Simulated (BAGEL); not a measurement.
# CH3BClFO (SMILES BC(O)(F)Cl) at HF/def2-SVP (density fitting with qzvpp-jkfit)

What is the vertical singlet–triplet gap of CH3BClFO at HF/def2-SVP (density fitting with qzvpp-jkfit)? 

The calculation is run with BAGEL 1.2.2.

1 further run of the same task is left out (set aside as unsound or not needed). Runs told in other sessions of the task aren't counted.

## Step 1: Starting point

CH3BClFO: 8 atoms, total charge 0, spin state singlet. SMILES: `BC(O)(F)Cl`. The coordinates come from a PBE0-D4/def2-TZVP relaxation. This is one conformer, not always the lowest.

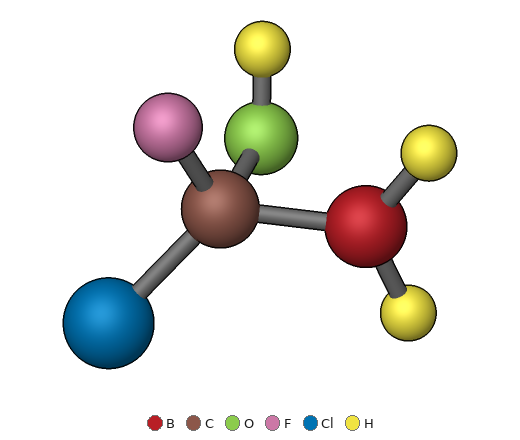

The structure, seen from a chosen angle (boron red, carbon brown, oxygen green, fluorine pink, chlorine blue, hydrogen yellow).

## Step 2: The energy at HF/def2-SVP (density fitting with qzvpp-jkfit)

Contents of job.json:

```json
{ "bagel": [

{
  "title": "molecule",
  "basis": "svp",
  "df_basis": "qzvpp-jkfit",
  "angstrom": true,
  "geometry": [
    { "atom": "B", "xyz": [      -0.496700,       0.835900,       0.196700 ] },
    { "atom": "C", "xyz": [       0.656000,      -0.125700,      -0.169000 ] },
    { "atom": "O", "xyz": [      -0.573100,      -0.892300,      -0.337200 ] },
    { "atom": "F", "xyz": [       1.403700,      -0.711800,       0.783800 ] },
    { "atom": "Cl", "xyz": [       1.548100,      -0.091800,      -1.664700 ] },
    { "atom": "H", "xyz": [      -0.796500,       0.892200,       1.348900 ] },
    { "atom": "H", "xyz": [      -0.991600,       1.504400,      -0.650000 ] },
    { "atom": "H", "xyz": [      -0.657600,      -1.468100,       0.435900 ] }
  ]
},

{ "title": "hf" },

{ "title": "print", "file": "orbitals.molden", "orbitals": true }

]}
```

On the command line:

```
BAGEL_NUM_THREADS=1 BAGEL job.json > job.out
```

Log:

```text
* using 1 threads per process

  ===============================================================
  ===============================================================

  *** Geometry ***

  { "atom" : "B", "xyz" : [     -0.938627,      1.579622,      0.371709 ] },
  { "atom" : "C", "xyz" : [      1.239660,     -0.237539,     -0.319364 ] },
  { "atom" : "O", "xyz" : [     -1.083002,     -1.686203,     -0.637216 ] },
  { "atom" : "F", "xyz" : [      2.652609,     -1.345107,      1.481167 ] },
  { "atom" : "Cl", "xyz" : [      2.925485,     -0.173477,     -3.145827 ] },
  { "atom" : "H", "xyz" : [     -1.505167,      1.686014,      2.549052 ] },
  { "atom" : "H", "xyz" : [     -1.873852,      2.842904,     -1.228322 ] },
  { "atom" : "H", "xyz" : [     -1.242684,     -2.774307,      0.823732 ] },

  Number of auxiliary basis functions:      486

  Since a DF basis is specified, we compute 2- and 3-index integrals:
    o Being stored without compression. Storage requirement is 0.031 GB

  Number of basis functions:       89
  Number of electrons      :       48

    * METHOD: MOLECULE                             0.25

  *** RHF ***

  === Nuclear Repulsion ===
   223.9387327252

      * DIIS with orbital gradients will be used.

  === RHF iteration (svp) ===
      0       -697.53521108          0.01671433           0.10
      1       -697.65962163          0.01067139           0.09
      2       -697.71386218          0.00152262           0.09
      3       -697.71612872          0.00037731           0.09
      4       -697.71628010          0.00013644           0.09
      5       -697.71630171          0.00005333           0.09
      6       -697.71630528          0.00001881           0.09
      7       -697.71630582          0.00000593           0.09
      8       -697.71630585          0.00000299           0.09
      9       -697.71630586          0.00000103           0.09
     10       -697.71630586          0.00000044           0.09
     11       -697.71630586          0.00000016           0.09
     12       -697.71630586          0.00000007           0.09
     13       -697.71630586          0.00000003           0.09
     14       -697.71630586          0.00000001           0.09
     15       -697.71630586          0.00000001           0.09
    * SCF iteration converged.

    * Permanent dipole moment:
           (    0.316153,     0.306089,    -0.446914) a.u.

    * METHOD: HF                                   1.70

    * METHOD: PRINT                                0.02

  ===============================================================
```

It took 2.1 s on 1 thread of Arm Neoverse V1, shared host; peak memory 0.13 GiB.

## Step 3: The triplet

Contents of job.json:

```json
{ "bagel" : [

{
  "title" : "molecule",
  "basis" : "svp",
  "df_basis" : "qzvpp-jkfit",
  "angstrom" : true,
  "geometry" : [
    { "atom" : "B", "xyz" : [   -0.496700,    0.835900,    0.196700 ] },
    { "atom" : "C", "xyz" : [    0.656000,   -0.125700,   -0.169000 ] },
    { "atom" : "O", "xyz" : [   -0.573100,   -0.892300,   -0.337200 ] },
    { "atom" : "F", "xyz" : [    1.403700,   -0.711800,    0.783800 ] },
    { "atom" : "Cl", "xyz" : [    1.548100,   -0.091800,   -1.664700 ] },
    { "atom" : "H", "xyz" : [   -0.796500,    0.892200,    1.348900 ] },
    { "atom" : "H", "xyz" : [   -0.991600,    1.504400,   -0.650000 ] },
    { "atom" : "H", "xyz" : [   -0.657600,   -1.468100,    0.435900 ] }
  ]
},
{
  "title" : "uhf",
  "nopen" : 2
},
{
  "title" : "print",
  "file" : "orbitals.molden",
  "orbitals" : true
}

]}
```

On the command line:

```
BAGEL_NUM_THREADS=1 BAGEL job.json > job.out
```

Log:

```text
* using 1 threads per process

  ===============================================================
  ===============================================================

  *** Geometry ***

  { "atom" : "B", "xyz" : [     -0.938627,      1.579622,      0.371709 ] },
  { "atom" : "C", "xyz" : [      1.239660,     -0.237539,     -0.319364 ] },
  { "atom" : "O", "xyz" : [     -1.083002,     -1.686203,     -0.637216 ] },
  { "atom" : "F", "xyz" : [      2.652609,     -1.345107,      1.481167 ] },
  { "atom" : "Cl", "xyz" : [      2.925485,     -0.173477,     -3.145827 ] },
  { "atom" : "H", "xyz" : [     -1.505167,      1.686014,      2.549052 ] },
  { "atom" : "H", "xyz" : [     -1.873852,      2.842904,     -1.228322 ] },
  { "atom" : "H", "xyz" : [     -1.242684,     -2.774307,      0.823732 ] },

  Number of auxiliary basis functions:      486

  Since a DF basis is specified, we compute 2- and 3-index integrals:
    o Being stored without compression. Storage requirement is 0.031 GB

  Number of basis functions:       89
  Number of electrons      :       48

    * METHOD: MOLECULE                             0.25

  *** Open-shell HF ***

  === Nuclear Repulsion ===
   223.9387327252

      * DIIS with orbital gradients will be used.

  === UHF iteration (svp) ===
      0       -697.19598442          0.03719569           0.18
      1       -697.35263323          0.02528469           0.18
      2       -697.40485671          0.01691023           0.18
      3       -697.44510364          0.00198406           0.17
      4       -697.44883223          0.00130616           0.18
      5       -697.45120590          0.00086835           0.18
      6       -697.45303652          0.00049502           0.19
      7       -697.45349194          0.00034964           0.19
      8       -697.45380176          0.00022494           0.18
      9       -697.45394260          0.00015717           0.18
     10       -697.45399994          0.00008939           0.18
     11       -697.45402269          0.00005234           0.18
     12       -697.45403041          0.00003053           0.18
     13       -697.45403295          0.00002117           0.18
     14       -697.45403417          0.00001425           0.18
     15       -697.45403460          0.00000855           0.18
     16       -697.45403476          0.00000599           0.18
     17       -697.45403482          0.00000414           0.18
     18       -697.45403486          0.00000346           0.18
     19       -697.45403489          0.00000259           0.17
     20       -697.45403490          0.00000193           0.17
     21       -697.45403491          0.00000149           0.17
     22       -697.45403491          0.00000104           0.18
     23       -697.45403492          0.00000083           0.18
     24       -697.45403492          0.00000054           0.18
     25       -697.45403492          0.00000043           0.17
     26       -697.45403492          0.00000033           0.17
     27       -697.45403492          0.00000022           0.18
     28       -697.45403492          0.00000016           0.18
     29       -697.45403492          0.00000010           0.18
     30       -697.45403492          0.00000008           0.18
     31       -697.45403492          0.00000006           0.17
     32       -697.45403492          0.00000004           0.17
     33       -697.45403492          0.00000003           0.18
     34       -697.45403492          0.00000003           0.18
     35       -697.45403492          0.00000002           0.18
     36       -697.45403492          0.00000001           0.19
     37       -697.45403492          0.00000001           0.21
    * SCF iteration converged.

    * S^2 (UHF) is 2.0281

    * Permanent dipole moment:
           (   -0.476063,     1.479109,     0.262982) a.u.

    * METHOD: UHF                                  7.08

    * METHOD: PRINT                                0.02

  ===============================================================
```

It took 7.5 s on 1 thread of Arm Neoverse V1, shared host; peak memory 0.13 GiB.

## Step 4: Outcome

Level: HF/def2-SVP (density fitting with qzvpp-jkfit).

```
                                        quantity          value
                           singlet: total energy  -697.71631 Eh
                          singlet: dipole moment         1.59 D
                            singlet: HOMO energy      -12.05 eV
                            singlet: LUMO energy        3.52 eV
                          singlet: HOMO–LUMO gap       15.56 eV
                           triplet: total energy  -697.45403 Eh
                          triplet: dipole moment         4.01 D
                                   triplet: ⟨S²⟩          2.028
vertical energy of the triplet above the singlet       7.137 eV
```

In words: At this shape the triplet lies 7.14 eV (165 kcal/mol) above the singlet.
